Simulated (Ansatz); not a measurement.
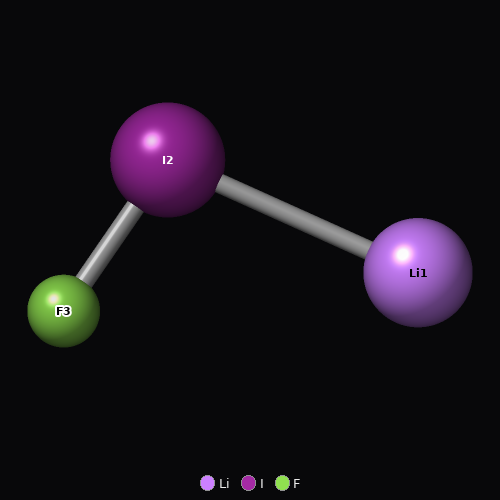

The system is Li⁺ + IF; the picture shows the reference structure. The first coordinate is: distance Li1–I2; the second: distance I2–F3. Nothing is relaxed (the angle Li1–I2–F3 is fixed at 100 degrees). The grid has 17 × 17 points. Energies: kcal/mol, counted from Li with charge +1 far from the relaxed IF (each part in its own basis). The reference is spin-restricted, so regions where a bond is pulled apart into radicals lie too high. The calculation used Ansatz, RHF/def2-TZVPD.

Its coordinates:

```xyz
3

Li   -2.7860    0.0000    0.0000
I     0.0000    0.0000    0.0000
F     0.3223    1.8278    0.0000
```

Range: distance Li1–I2 from 2.136 to 3.736 Å; distance I2–F3 from 1.592 to 3.192 Å.

Question: What landscape does the calculation give?

Answer: The lowest grid point is at distance Li1–I2 = 2.786 Å, distance I2–F3 = 1.856 Å, −9 kcal/mol from Li with charge +1 far from the relaxed IF (each part in its own basis). No other kind of well shows on this grid. The highest grid point, distance Li1–I2 = 2.136 Å, distance I2–F3 = 3.192 Å, lies 150 kcal/mol above the lowest.

| distance I2–F3 ↓, distance Li1–I2 → | 2.136 | 2.243 | 2.400 | 2.583 | 2.786 | 3.004 | 3.237 | 3.481 | 3.736 |
| --- | --- | --- | --- | --- | --- | --- | --- | --- | --- |
| 3.192 | 141 | 132 | 123 | 118 | 116 | 116 | 116 | 117 | 117 |
| 2.937 | 122 | 112 | 104 | 99 | 97 | 96 | 97 | 97 | 98 |
| 2.693 | 99 | 89 | 81 | 76 | 74 | 74 | 74 | 75 | 75 |
| 2.460 | 73 | 64 | 55 | 50 | 48 | 48 | 49 | 50 | 50 |
| 2.242 | 47 | 38 | 29 | 24 | 23 | 23 | 23 | 25 | 25 |
| 2.039 | 25 | 15 | 7 | 2 | 1 | 1 | 2 | 3 | 5 |
| 1.856 | 14 | 5 | −3 | −8 | −9 | −9 | −8 | −6 | −4 |
| 1.699 | 24 | 15 | 7 | 2 | 1 | 2 | 3 | 5 | 7 |
| 1.592 | 53 | 43 | 35 | 31 | 29 | 30 | 32 | 34 | 36 |

The table holds every second grid line.

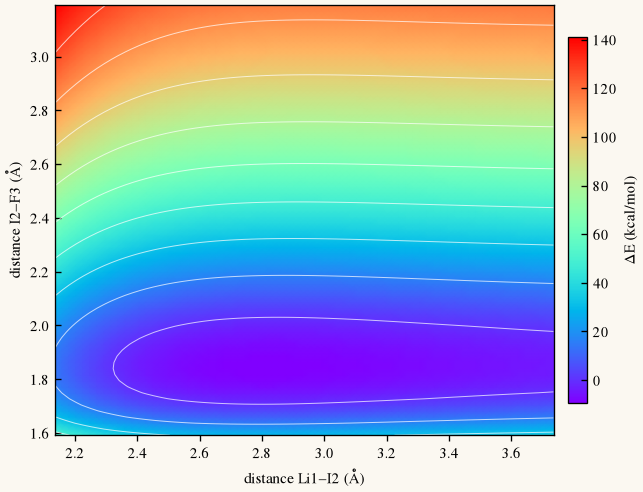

In the figure: a smooth colour map with a few white contour lines. Between grid points the surface is interpolated.

Time for the 289 points that were run: 20 min on 1 thread of Arm Neoverse N1, on a shared host.
